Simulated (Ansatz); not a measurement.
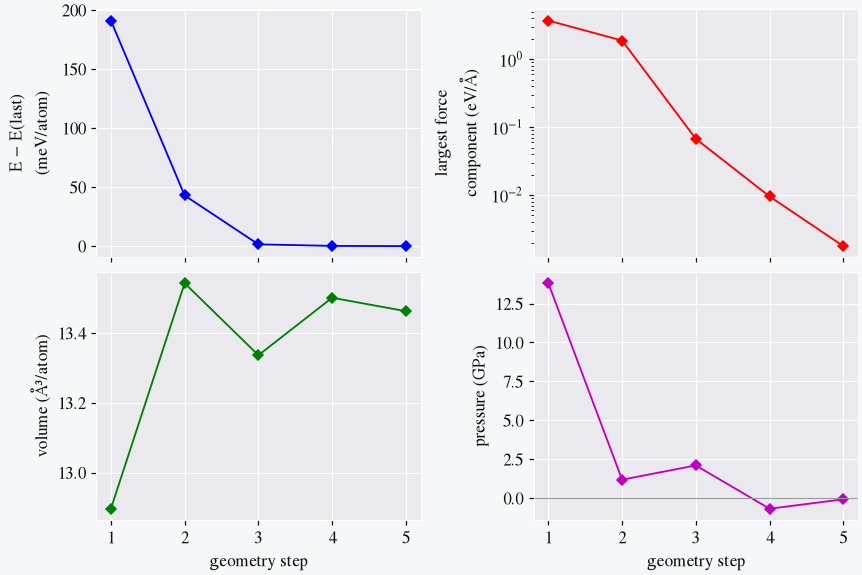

History of a geometry optimisation. Atoms and cell relax. A closing SCF on a freshly chosen basis isn't drawn.

System: Zr₃CN₃ (P1, 7 atoms in the cell).
Method: Ansatz, DFT PBE, scalar-relativistic, plane waves, PAW; cutoff 420 eV, 6×6×6 k-mesh, Gaussian smearing of 0.2 eV.

Q: How did the optimisation end?

A: The optimisation met its thresholds at geometry 5, counting the start as the first. The energy fell by about 190 meV/atom from the first step to the last. The largest force component goes from about 3.7 eV/Å at the start to 1.8 × 10⁻³ eV/Å at the end.

Q: What happens to the cell?

A: The volume grows from 12.90 to 13.46 Å³ per atom (+4.4 %), overshooting to 13.54 at step 2, as the pressure goes from 14 GPa to about 0 GPa. The start was compressed.
